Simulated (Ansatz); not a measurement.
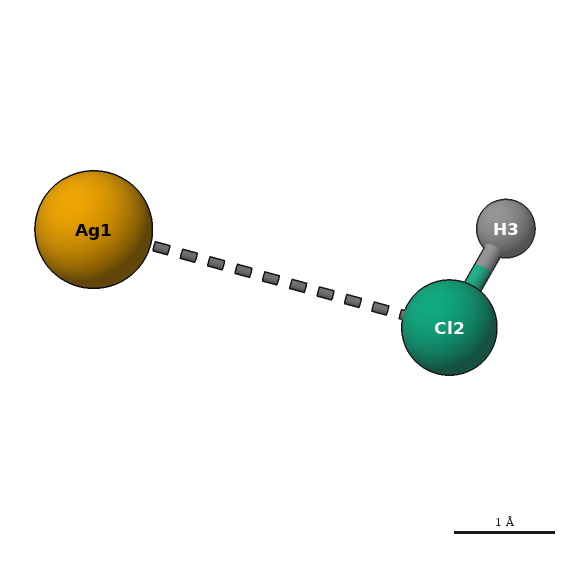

Two molecules or ions; the broken line marks their closest contact (measured against van der Waals radii). The species has charge +1 and is a spin singlet. Geometry: a pair of rigid molecules at a changed separation. Program: Ansatz 0.2.0.

Which two species are they?

Answer. Ag and HCl (`Cl.[Ag+]`).

How long is the contact?

Answer. Ag1···Cl2 is 3.73 Å.

Give the counterpoise-corrected interaction energy (kJ/mol, monomers kept as in the pair) with RHF-CCSD(T) (frozen core)/def2-TZVPPD; ωB97M-V/def2-TZVPPD.

```csv
level,interaction energy (kJ/mol)
RHF-CCSD(T) (frozen core)/def2-TZVPPD,−27.0
ωB97M-V/def2-TZVPPD,−30.4
```
